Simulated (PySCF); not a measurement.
```xyz
13

F    -0.6481    2.1085    0.8635
C    -0.7845    0.9379    0.2431
C    -1.6551    0.6258   -0.7327
O    -1.5279   -0.6617   -1.1082
C    -0.5736   -1.2401   -0.3447
C     0.0669   -0.2578    0.5711
C     1.5689   -0.0351    0.2451
F     2.2595   -1.1752    0.3842
F     2.1368    0.8643    1.0510
F     1.7544    0.3812   -1.0112
H    -2.4031    1.2182   -1.2206
H    -0.2511   -2.2274   -0.5953
H     0.0527   -0.5382    1.6370
```

Geometry: GFN2-xTB.

All numbers below come from PySCF, UKS B3LYP, pcH-1 on C F H O, non-relativistic, mean-field spin-orbit, GIAO.

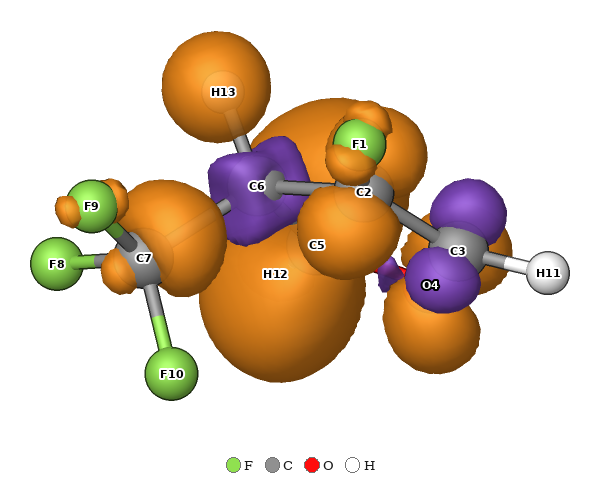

C$_{5}$H$_{3}$F$_{4}$O (SMILES FC1=CO[CH][C@H]1C(F)(F)F) (doublet). Isosurfaces of the spin density at +0.015 (orange) and −0.015 e/Å³ (purple), seen from one side.

Which atoms carry the spin?

The unpaired spin (1 electron) lies mostly on C5 (about 0.6) and O4 (about 0.1), in electrons by Hirshfeld's partition.
